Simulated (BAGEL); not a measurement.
**CH4AlIn (SMILES [CH2]1[AlH][InH]1): a chain of runs**

Wanted: the energy (HF/x2c-SVPall), then a single-point energy (NEVPT2(2,2)/x2c-SVPall) of CH4AlIn. 

The calculation is run with BAGEL 1.2.2.

2 further runs of the same task are left out: 2 set aside as unsound or not needed.

### 1 Starting point

The species is CH4AlIn (7 atoms), meant as a singlet with charge 0. SMILES: `[CH2]1[AlH][InH]1`. Geometry: relaxed at PBE0-D4/def2-TZVP.

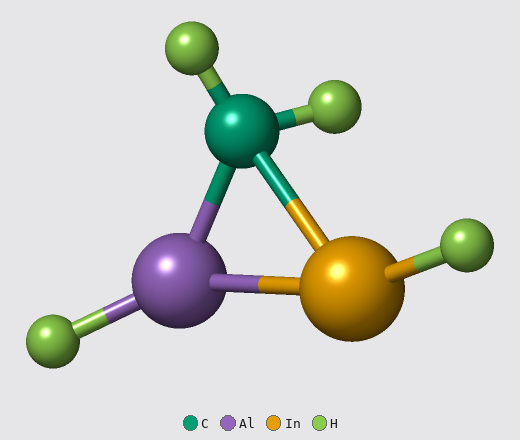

Viewed from a chosen angle; carbon teal, aluminium purple, indium amber, hydrogen green.

### 2 The energy at HF/x2c-SVPall (DKH2, density fitting with AutoAux) (run 1)

File job.json:

```json
{ "bagel": [

{
  "title": "molecule",
  "basis": "x2c-svpall.json",
  "df_basis": "x2c-svpall-autoaux.json",
  "angstrom": false,
  "dkh": true,
  "geometry": [
    { "atom": "C", "xyz": [    -1.15838889,     0.25024698,    -1.24230217 ] },
    { "atom": "Al", "xyz": [    -0.86019010,     1.72933562,     1.96135052 ] },
    { "atom": "In", "xyz": [     2.32305355,    -1.74681559,     1.02820376 ] },
    { "atom": "H", "xyz": [    -1.69489536,    -1.75290995,    -1.42636528 ] },
    { "atom": "H", "xyz": [    -1.63686754,     1.20059025,    -3.01032994 ] },
    { "atom": "H", "xyz": [    -0.92141723,     4.45677734,     3.19175120 ] },
    { "atom": "H", "xyz": [     3.94859597,    -4.13694119,    -0.50228542 ] }
  ]
},

{
  "title": "hf",
  "charge": 0
},

{
  "title": "print",
  "file": "orbitals.molden",
  "orbitals": true
}

]}
```

The basis set x2c-SVPall is read from a file made from the Basis Set Exchange's data (not shown).

Started as:

```console
BAGEL_NUM_THREADS=1 BAGEL job.json > job.out
```

Standard output:

```text
* using 1 threads per process

  ===============================================================
  ===============================================================

  *** Geometry ***

  { "atom" : "C", "xyz" : [     -1.158389,      0.250247,     -1.242302 ] },
  { "atom" : "Al", "xyz" : [     -0.860190,      1.729336,      1.961351 ] },
  { "atom" : "In", "xyz" : [      2.323054,     -1.746816,      1.028204 ] },
  { "atom" : "H", "xyz" : [     -1.694895,     -1.752910,     -1.426365 ] },
  { "atom" : "H", "xyz" : [     -1.636868,      1.200590,     -3.010330 ] },
  { "atom" : "H", "xyz" : [     -0.921417,      4.456777,      3.191751 ] },
  { "atom" : "H", "xyz" : [      3.948596,     -4.136941,     -0.502285 ] },

  Number of auxiliary basis functions:      727

  Since a DF basis is specified, we compute 2- and 3-index integrals:
    o Being stored without compression. Storage requirement is 0.045 GB

  Number of basis functions:       88
  Number of electrons      :       72

    * METHOD: MOLECULE                             0.57

  *** RHF ***

  === Nuclear Repulsion ===
   277.8986279607

      * DIIS with orbital gradients will be used.

  === RHF iteration (x2c-svpall.json) ===
      0      -6158.33393007          0.01656354           0.21
      1      -6158.43117911          0.01384248           0.20
      2      -6158.52411525          0.00149973           0.20
      3      -6158.52706294          0.00030408           0.19
      4      -6158.52724837          0.00013062           0.19
      5      -6158.52728178          0.00005054           0.20
      6      -6158.52728813          0.00002025           0.20
      7      -6158.52728941          0.00000974           0.20
      8      -6158.52728972          0.00000360           0.20
      9      -6158.52728973          0.00000117           0.20
     10      -6158.52728973          0.00000034           0.19
     11      -6158.52728973          0.00000014           0.19
     12      -6158.52728973          0.00000003           0.19
     13      -6158.52728973          0.00000001           0.19
    * SCF iteration converged.

    * Permanent dipole moment:
           (   -0.191729,     0.080660,    -0.284313) a.u.

    * METHOD: HF                                   3.33

    * METHOD: PRINT                                0.02

  ===============================================================
```

Wall time 4.2 s (1 thread of Arm Neoverse V1, shared host); peak memory 0.2 GiB.

### 3 The energy at NEVPT2(2,2)/x2c-SVPall (DKH2, density fitting with AutoAux) (run 2)

File calc.json:

```json
{ "bagel" : [

{
  "title" : "molecule",
  "basis" : "x2c-svpall.json",
  "df_basis" : "x2c-svpall-autoaux.json",
  "angstrom" : "false",
  "dkh" : "true",
  "geometry" : [
    { "atom" : "C", "xyz" : [ -1.15838889,  0.25024698, -1.24230217 ] },
    { "atom" : "Al", "xyz" : [ -0.86019010,  1.72933562,  1.96135052 ] },
    { "atom" : "In", "xyz" : [  2.32305355, -1.74681559,  1.02820376 ] },
    { "atom" : "H", "xyz" : [ -1.69489536, -1.75290995, -1.42636528 ] },
    { "atom" : "H", "xyz" : [ -1.63686754,  1.20059025, -3.01032994 ] },
    { "atom" : "H", "xyz" : [ -0.92141723,  4.45677734,  3.19175120 ] },
    { "atom" : "H", "xyz" : [  3.94859597, -4.13694119, -0.50228542 ] }
  ]
},
{
  "title" : "hf"
},
{
  "title" : "nevpt2",
  "nstate" : 1,
  "nact" : 2,
  "nclosed" : 35,
  "active" : [30, 46],
  "maxiter" : 200,
  "natocc" : "true",
  "ncore" : 24
},
{
  "title" : "print",
  "file" : "orbitals.molden",
  "orbitals" : "true"
}

]}
```

The basis set x2c-SVPall is read from a file made from the Basis Set Exchange's data (not shown).

Started as:

```console
BAGEL_NUM_THREADS=1 BAGEL calc.json > calc.out
```

Standard output:

```text
* using 1 threads per process

  ===============================================================
  ===============================================================

  *** Geometry ***

  { "atom" : "C", "xyz" : [     -1.158389,      0.250247,     -1.242302 ] },
  { "atom" : "Al", "xyz" : [     -0.860190,      1.729336,      1.961351 ] },
  { "atom" : "In", "xyz" : [      2.323054,     -1.746816,      1.028204 ] },
  { "atom" : "H", "xyz" : [     -1.694895,     -1.752910,     -1.426365 ] },
  { "atom" : "H", "xyz" : [     -1.636868,      1.200590,     -3.010330 ] },
  { "atom" : "H", "xyz" : [     -0.921417,      4.456777,      3.191751 ] },
  { "atom" : "H", "xyz" : [      3.948596,     -4.136941,     -0.502285 ] },

  Number of auxiliary basis functions:      727

  Since a DF basis is specified, we compute 2- and 3-index integrals:
    o Being stored without compression. Storage requirement is 0.045 GB

  Number of basis functions:       88
  Number of electrons      :       72

    * METHOD: MOLECULE                             0.58

  *** RHF ***

  === Nuclear Repulsion ===
   277.8986279607

      * DIIS with orbital gradients will be used.

  === RHF iteration (x2c-svpall.json) ===
      0      -6158.33393007          0.01656354           0.20
      1      -6158.43117911          0.01384248           0.18
      2      -6158.52411525          0.00149973           0.19
      3      -6158.52706294          0.00030408           0.18
      4      -6158.52724837          0.00013062           0.19
      5      -6158.52728178          0.00005054           0.18
      6      -6158.52728813          0.00002025           0.18
      7      -6158.52728941          0.00000974           0.19
      8      -6158.52728972          0.00000360           0.18
      9      -6158.52728973          0.00000117           0.19
     10      -6158.52728973          0.00000034           0.19
     11      -6158.52728973          0.00000014           0.19
     12      -6158.52728973          0.00000003           0.19
     13      -6158.52728973          0.00000001           0.19
    * SCF iteration converged.

    * Permanent dipole moment:
           (   -0.191729,     0.080660,    -0.284313) a.u.

    * METHOD: HF                                   3.18

    * freezing 24 orbitals
  ---------------------------
      CASSCF calculation
  ---------------------------

    ==== Active orbitals : =====
         Orbital 30
         Orbital 46
    ============================

    * nstate   :      1
    * nclosed  :     35
    * nact     :      2
    * nvirt    :     51
  === CASSCF iteration (x2c-svpall.json) ===

    * Using the second-order algorithm

      0  0     -6158.52736204     1.72e-05      0.05

      1  0     -6158.52857650     1.95e-04      0.69

      2  0     -6158.53966349     6.69e-04      0.78

      3  0     -6158.54196396     2.11e-04      1.00

      4  0     -6158.54207149     2.67e-05      0.99

      5  0     -6158.54207328     4.63e-06      0.97

      6  0     -6158.54207331     8.57e-07      1.00

      7  0     -6158.54207332     2.08e-07      0.98

      8  0     -6158.54207332     5.68e-08      0.96

      9  0     -6158.54207332     1.59e-08      0.91

     10  0     -6158.54207332     4.44e-09      0.83

    * Second-order optimization converged. *

     guess   0:   closed 1.                   open ..

  === FCI iteration ===

      0  0     -6158.52709749     8.08e-02      0.00
      1  0     -6158.54207218     5.37e-04      0.00
      2  0 *   -6158.54207332     1.09e-15      0.00

     * ci vector, state   0, <S^2> = 0.0000
       2.     0.9957351384
       .2    -0.0922579762

  === DF-NEVPT2 calculation ===

    * 3-index integral transformation done
    * assembly done

      NEVPT2 correlation energy:   -0.3015006277      0.14

          (+0)     -0.2177733151
          (+0)'    -0.0429886362
          (+1)     -0.0035674382
          (+1)'    -0.0000005742
          (+2)     -0.0002060188
          (-1)     -0.0274608644
          (-1)'    -0.0000085693
          (-2)     -0.0094952115

      NEVPT2 total energy:       -6158.8435739431

    * METHOD: NEVPT2                              10.23

    * METHOD: PRINT                                0.02

  ===============================================================
```

It took 14 s on 1 thread of Arm Neoverse V1, shared host; peak memory 0.21 GiB.

### 4 Outcome

```
                                   quantity           value
         run 1, HF/x2c-SVPall: total energy  -6158.52729 Eh
        run 1, HF/x2c-SVPall: dipole moment          0.90 D
          run 1, HF/x2c-SVPall: HOMO energy        -7.39 eV
          run 1, HF/x2c-SVPall: LUMO energy         0.55 eV
        run 1, HF/x2c-SVPall: HOMO–LUMO gap         7.94 eV
run 2, NEVPT2(2,2)/x2c-SVPall: total energy  -6158.84357 Eh
```
